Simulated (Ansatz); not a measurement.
Consider SiO2 in the rutile structure (space group P4_2/mnm, No. 136; a = 4.236 Å, c = 2.690 Å).

Now apply this change: cell and atoms relaxed at a pressure of 2.1 GPa.

Method: PBE/PAW in Ansatz (a first-principles code), without spin-orbit coupling.

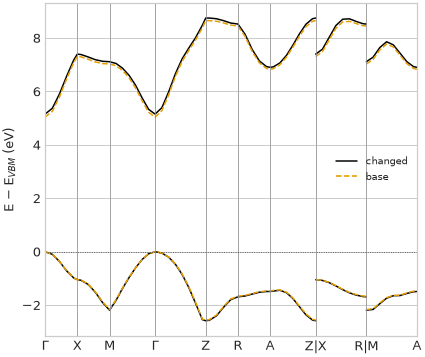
Figure. Highest valence and lowest conduction band along the path, each from its own valence-band maximum

### Question
Read the changed gap and its character from the plot.

### Answer
About 5.2 eV, direct at Γ.

Load acts through the strain it causes; cell and atoms are relaxed under it. No phonon test of stability was made.
